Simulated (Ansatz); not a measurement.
# C₄H₅F: how energies converge with the basis set

How large a basis does C₄H₅F need? Two functionals are run in growing sets.

Method: one geometry, several basis sets; program: Ansatz 0.2.0, Gaussian basis.

Levels to be run: PBE0-D4/def2-SVP; ωB97M-V/def2-SVP; PBE0-D4/def2-QZVPP; ωB97M-V/def2-QZVPP; the functionals' def2-TZVPP values are taken from earlier runs.

### 1 Structure used throughout

All runs share one geometry, relaxed beforehand with PBE0-D4 in a triple-zeta def2 set.

SMILES `CC1C=C1F`, 10 atoms, charge 0, spin multiplicity 1.

Atoms are counted from 1 here; the program's logs count them from 0.

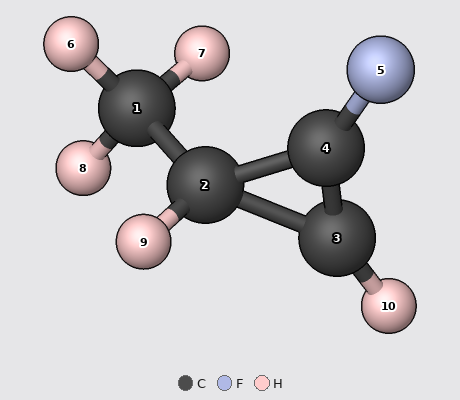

The structure; carbon dark grey, fluorine light blue, hydrogen pink; atoms are numbered from 1 in the order of the file.

Coordinates:

```xyz
10
C4H5F
C    -0.90019   -0.87707   -0.29141
C    -0.01384    0.03342    0.52191
C     1.42360    0.38025    0.06065
C     0.52266    1.28841   -0.00051
F     0.20646    2.51851   -0.32047
H    -1.95722   -0.65370   -0.12011
H    -0.69724   -0.76554   -1.35922
H    -0.73813   -1.92394   -0.01988
H    -0.18169   -0.04638    1.60047
H     2.41869   -0.00516   -0.06863
```

### 2 PBE0-D4 in def2-SVP

Input file in.yaml:

```yaml
crystal:
  periodic: [false, false, false]
  atoms:
    - {symbol: C, position_ang: [-0.900193, -0.877067, -0.291410]}
    - {symbol: C, position_ang: [-0.013838, 0.033418, 0.521907]}
    - {symbol: C, position_ang: [1.423597, 0.380248, 0.060652]}
    - {symbol: C, position_ang: [0.522661, 1.288409, -0.000512]}
    - {symbol: F, position_ang: [0.206462, 2.518514, -0.320473]}
    - {symbol: H, position_ang: [-1.957217, -0.653700, -0.120108]}
    - {symbol: H, position_ang: [-0.697244, -0.765536, -1.359221]}
    - {symbol: H, position_ang: [-0.738133, -1.923943, -0.019877]}
    - {symbol: H, position_ang: [-0.181685, -0.046384, 1.600471]}
    - {symbol: H, position_ang: [2.418689, -0.005157, -0.068629]}
basis:
  gaussian: {orbitals: def2-SVP}
hamiltonian: {xc: pbe0, dispersion: d4}
output: {orbitals: {seedname: orbitals}}
```

Launch:

```console
ansatz run in.yaml --threads 2 --pin off --events-out ev --progress --plain --max-ram 4352MiB
```

What it wrote:

```text
Functional definition: PBE0
  name "PBE0"
  cite "Adamo & Barone, J. Chem. Phys. 110, 6158 (1999) doi:10.1063/1.478522"
  cite "Perdew, Burke & Ernzerhof, Phys. Rev. Lett. 77, 3865 (1996) doi:10.1103/PhysRevLett.77.3865"
  parent pbe
  parameter a = 0.25
  parameter kappa = 0.804
  parameter beta = 0.06672455060314922
  exchange = (1 - a)*pbe_x(kappa = kappa, mu = beta*pi^2/3) + a*exact_x
  correlation = pbe_c(beta = beta)
1070 factors; their error is unknown
mean field evaluation 1: about -6925.0105 eV, gradient 4.8e1 eV
mean field evaluation 2: about -6923.3613 eV, gradient 5.4e1 eV
mean field evaluation 4: about -6930.6851 eV, gradient 2.8e0 eV
mean field evaluation 8: about -6930.6992 eV, gradient 5.8e-2 eV
mean field evaluation 16: about -6930.6826 eV, gradient 4.1e-5 eV
mean field -6930.68256495 eV, -254.6978864766 hartree, gradient 4.1e-5 eV, S^2 0.000000; 0 other end points of the search recorded, 0 dependent functions left out
reference -6930.68258633 eV, -254.6978872621 hartree; 19, 19 occupied and 76, 76 virtual orbitals, 1070 factors
Total energy: -6930.81957469 eV, -254.7029214916 hartree
```

It took 1.2 s on 2 threads of Arm Neoverse V1, shared host.

### 3 ωB97M-V in def2-SVP

in.yaml, as its differences from that of step 2:

```diff
@@ -15,3 +15,3 @@
   gaussian: {orbitals: def2-SVP}
-hamiltonian: {xc: pbe0, dispersion: d4}
+hamiltonian: {xc: {name: wB97M-V}}
 output: {orbitals: {seedname: orbitals}}
```

The command is unchanged.

What it wrote:

```text
Functional definition: wB97M-V
  name "wB97M-V"
  cite "Mardirossian & Head-Gordon, J. Chem. Phys. 144, 214110 (2016) doi:10.1063/1.4952647"
  cite "Becke, J. Chem. Phys. 107, 8554 (1997) doi:10.1063/1.475007"
  cite "Vydrov & Van Voorhis, J. Chem. Phys. 133, 244103 (2010) doi:10.1063/1.3521275"
  # Of w^i u^j: cxij and so on, Table III.
  parameter omega = 0.3/bohr
  parameter cx = 0.15
  parameter cx01 = 1.007
  parameter cx10 = 0.259
  parameter css00 = 0.443
  parameter css04 = -1.437
  parameter css10 = -4.535
  parameter css20 = -3.390
  parameter css43 = 4.278
  parameter cos00 = 1.000
  parameter cos10 = 1.358
  parameter cos20 = 2.924
  parameter cos21 = -8.812
  parameter cos60 = -1.390
  parameter cos61 = 9.142
  parameter b = 6.0
  parameter c = 0.01
  gx(w, u) = 1 - cx + cx01*u + cx10*w
  gss(w, u) = css00 + css04*u^4 + css10*w + css20*w^2 + css43*w^4*u^3
  gos(w, u) = cos00 + cos10*w + (cos20 + cos21*u)*w^2 + (cos60 + cos61*u)*w^6
  exchange = spin_sum(e_x_unif_sr(omega)*gx(b97_w, b97_u_x)) + cx*exact_x_sr(omega) + exact_x_lr(omega)
  correlation = spin_sum(e_c_pw_mod_same_spin*gss(b97_w, b97_u_same))
      + integral(e_c_pw_mod_opposite_spin*gos(b97_w_opposite, b97_u_opposite)) + vv10(b, c)
1070 factors; their error is unknown
242 factors; integrals over basis functions are off by at most 6.7e-6 eV
mean field evaluation 1: about -6932.3429 eV, gradient 3.6e1 eV
mean field evaluation 2: about -6933.9085 eV, gradient 2.7e1 eV
mean field evaluation 4: about -6935.4909 eV, gradient 1.7e0 eV
mean field evaluation 8: about -6935.5001 eV, gradient 3.7e-2 eV
mean field evaluation 16: about -6935.4614 eV, gradient 1.5e-4 eV
mean field -6935.46141510 eV, -254.8735059802 hartree, gradient 2.3e-5 eV, S^2 0.000000; 0 other end points of the search recorded, 0 dependent functions left out
reference -6935.46144986 eV, -254.8735072576 hartree; 19, 19 occupied and 76, 76 virtual orbitals, 1070 factors
Total energy: -6935.46144986 eV, -254.8735072576 hartree
```

It took 5.5 s on 2 threads of Arm Neoverse V1, shared host; peak memory 0.25 GiB.

### 4 PBE0-D4 in def2-QZVPP

in.yaml, as its differences from that of step 3:

```diff
@@ -14,4 +14,4 @@
 basis:
-  gaussian: {orbitals: def2-SVP}
-hamiltonian: {xc: {name: wB97M-V}}
+  gaussian: {orbitals: "def2-QZVPP.json"}
+hamiltonian: {xc: pbe0, dispersion: d4}
 output: {orbitals: {seedname: orbitals}}
```

Launched as before.

What it wrote:

```text
Functional definition: PBE0
  name "PBE0"
  cite "Adamo & Barone, J. Chem. Phys. 110, 6158 (1999) doi:10.1063/1.478522"
  cite "Perdew, Burke & Ernzerhof, Phys. Rev. Lett. 77, 3865 (1996) doi:10.1103/PhysRevLett.77.3865"
  parent pbe
  parameter a = 0.25
  parameter kappa = 0.804
  parameter beta = 0.06672455060314922
  exchange = (1 - a)*pbe_x(kappa = kappa, mu = beta*pi^2/3) + a*exact_x
  correlation = pbe_c(beta = beta)
1185 factors; their error is unknown
mean field evaluation 1: about -6929.7830 eV, gradient 6.4e1 eV
mean field evaluation 2: about -6925.5282 eV, gradient 7.4e1 eV
mean field evaluation 4: about -6938.8470 eV, gradient 5.3e0 eV
mean field evaluation 8: about -6938.8959 eV, gradient 1.6e-1 eV
mean field evaluation 16: about -6938.8981 eV, gradient 2.6e-4 eV
mean field -6938.89807587 eV, -254.9998009341 hartree, gradient 3.1e-5 eV, S^2 0.000000; 0 other end points of the search recorded, 0 dependent functions left out
reference -6938.89811147 eV, -254.9998022426 hartree; 19, 19 occupied and 416, 416 virtual orbitals, 1185 factors
Total energy: -6939.03509984 eV, -255.0048364720 hartree
```

Run time: 10 s. Hardware: 2 threads of Arm Neoverse V1, shared host; peak memory 1.1 GiB.

### 5 ωB97M-V in def2-QZVPP

in.yaml, as its differences from that of step 4:

```diff
@@ -15,3 +15,3 @@
   gaussian: {orbitals: "def2-QZVPP.json"}
-hamiltonian: {xc: pbe0, dispersion: d4}
+hamiltonian: {xc: {name: wB97M-V}}
 output: {orbitals: {seedname: orbitals}}
```

Launched as before.

What it wrote:

```text
Functional definition: wB97M-V
  name "wB97M-V"
  cite "Mardirossian & Head-Gordon, J. Chem. Phys. 144, 214110 (2016) doi:10.1063/1.4952647"
  cite "Becke, J. Chem. Phys. 107, 8554 (1997) doi:10.1063/1.475007"
  cite "Vydrov & Van Voorhis, J. Chem. Phys. 133, 244103 (2010) doi:10.1063/1.3521275"
  # Of w^i u^j: cxij and so on, Table III.
  parameter omega = 0.3/bohr
  parameter cx = 0.15
  parameter cx01 = 1.007
  parameter cx10 = 0.259
  parameter css00 = 0.443
  parameter css04 = -1.437
  parameter css10 = -4.535
  parameter css20 = -3.390
  parameter css43 = 4.278
  parameter cos00 = 1.000
  parameter cos10 = 1.358
  parameter cos20 = 2.924
  parameter cos21 = -8.812
  parameter cos60 = -1.390
  parameter cos61 = 9.142
  parameter b = 6.0
  parameter c = 0.01
  gx(w, u) = 1 - cx + cx01*u + cx10*w
  gss(w, u) = css00 + css04*u^4 + css10*w + css20*w^2 + css43*w^4*u^3
  gos(w, u) = cos00 + cos10*w + (cos20 + cos21*u)*w^2 + (cos60 + cos61*u)*w^6
  exchange = spin_sum(e_x_unif_sr(omega)*gx(b97_w, b97_u_x)) + cx*exact_x_sr(omega) + exact_x_lr(omega)
  correlation = spin_sum(e_c_pw_mod_same_spin*gss(b97_w, b97_u_same))
      + integral(e_c_pw_mod_opposite_spin*gos(b97_w_opposite, b97_u_opposite)) + vv10(b, c)
1185 factors; their error is unknown
313 factors; integrals over basis functions are off by at most 5.7e-6 eV
mean field evaluation 1: about -6938.7032 eV, gradient 4.9e1 eV
mean field evaluation 2: about -6941.0566 eV, gradient 3.6e1 eV
mean field evaluation 4: about -6943.9420 eV, gradient 2.5e0 eV
mean field evaluation 8: about -6943.9577 eV, gradient 5.0e-2 eV
mean field evaluation 16: about -6943.9542 eV, gradient 1.6e-4 eV
mean field -6943.95420869 eV, -255.1856103881 hartree, gradient 4.3e-5 eV, S^2 0.000000; 0 other end points of the search recorded, 0 dependent functions left out
reference -6943.95426560 eV, -255.1856124796 hartree; 19, 19 occupied and 416, 416 virtual orbitals, 1185 factors
Total energy: -6943.95426560 eV, -255.1856124796 hartree
```

It took 23 s on 2 threads of Arm Neoverse V1, shared host; peak memory 1.4 GiB.

### 6 Density functionals: the series

The def2-TZVPP values come from earlier runs at the same geometry.

| functional | basis | functions | energy (eV) | from the largest (eV) | HOMO (eV) | LUMO (eV) |
| --- | --- | --- | --- | --- | --- | --- |
| PBE0-D4 | def2-SVP | 95 | -6930.8196 | 8.216 | -7.21 | 0.74 |
| PBE0-D4 | def2-TZVPP | 225 | -6938.6640 | 0.371 | -7.25 | 0.50 |
| PBE0-D4 | def2-QZVPP | 435 | -6939.0351 | 0.000 | -7.27 | 0.39 |
| ωB97M-V | def2-SVP | 95 | -6935.4614 | 8.493 | -9.44 | 3.02 |
| ωB97M-V | def2-TZVPP | 225 | -6943.6061 | 0.348 | -9.49 | 2.63 |
| ωB97M-V | def2-QZVPP | 435 | -6943.9543 | 0.000 | -9.51 | 1.97 |

### 7 What came out

| quantity | value |
| --- | --- |
| PBE0-D4: double and triple zeta above quadruple | 8.22, 0.37 eV |
| ωB97M-V: double and triple zeta above quadruple | 8.49, 0.35 eV |

In words: PBE0-D4 gains 7.84 eV from double to triple zeta, then 0.37 eV more. These are total energies; as a rule much of such shifts cancels in differences, which this series doesn't test. The LUMO of ωB97M-V is positive and keeps falling with the basis (3.02 to 1.97 eV): an unbound level that the basis holds in place.

For PBE0-D4 the largest set took about 8 times as long as the smallest (10 s against 1.2 s).
